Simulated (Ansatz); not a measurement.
# Al (fcc, Cu type): frozen-phonon scan

Starting cell, Al (fcc, Cu type):

```yaml
crystal:
  lattice:
    - [0.00000, 4.04047, 4.04047]
    - [2.02024, 2.02024, 4.04047]
    - [2.02024, 2.02024, 0.00000]
  atoms:
    - { symbol: Al, position: [0.00000, 0.00000, 0.00000] }
    - { symbol: Al, position: [0.50000, 0.00000, 0.00000] }
```

A phonon eigenvector at X = (0.5, 0.5, 0.0) is frozen into this cell: atom i moves by Q times the vector below, so Q is the largest atomic displacement, in Å. The cell is held. (q is in reciprocal vectors of the primitive cell; the cell shown is doubled to hold the pattern.)

| atom | x | y | z |
|---|---|---|---|
| Al1 | 0.000 | 0.000 | -1.000 |
| Al2 | 0.000 | 0.000 | 1.000 |

These are PBE (plane waves to 420 eV, PAW, scalar-relativistic; Ansatz, a first-principles code) values and carry that method's errors. k mesh 20×20×20 (Γ-centred), Fermi-Dirac smearing 0.05 eV. The energy includes the smearing's −TS. With partly filled bands, energies and forces of such displacements shift with the k mesh and the smearing. Al was relaxed with its symmetry unable to fall. The zero of ΔE is the undisplaced structure.

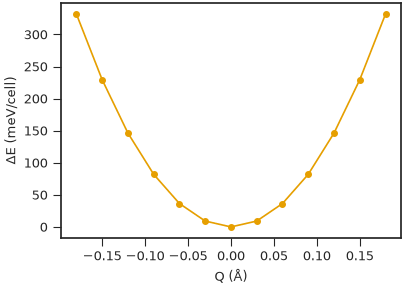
ΔE (meV/cell) against Q (Å); markers are the computed points, lines only join them.

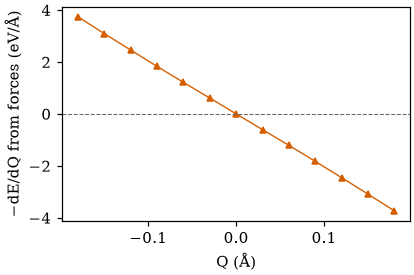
−dE/dQ from forces (eV/Å) against Q (Å); markers are the computed points, lines only join them.

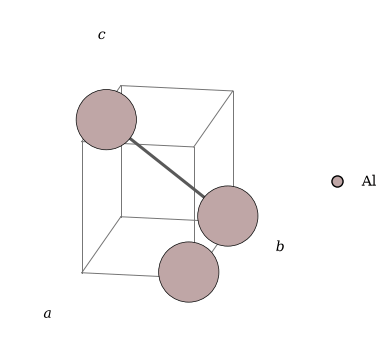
Fig. 1. The cell of the calculation at Q = 0.180 Å.

Symmetry of the curve: even: the same for both signs. Harmonic wavenumber from the curvature (finite differences): 320 cm⁻¹. Wavenumber by perturbation theory (DFPT, on another k mesh): 321 cm⁻¹. Space group of the distorted cell: P4/nmm (No. 129), lowered from Fm-3m. Shape of the curve: a single well with its minimum at or next to zero displacement.

E″ = 20.34 eV/Å², M = Σ mᵢ|uᵢ|² = 54.0 u, ν̃ = 521.5·√(|E″|/M).

(A displaced cell: forces are minus the slopes of the energy, force constants its curvatures, and phonons follow from these.)
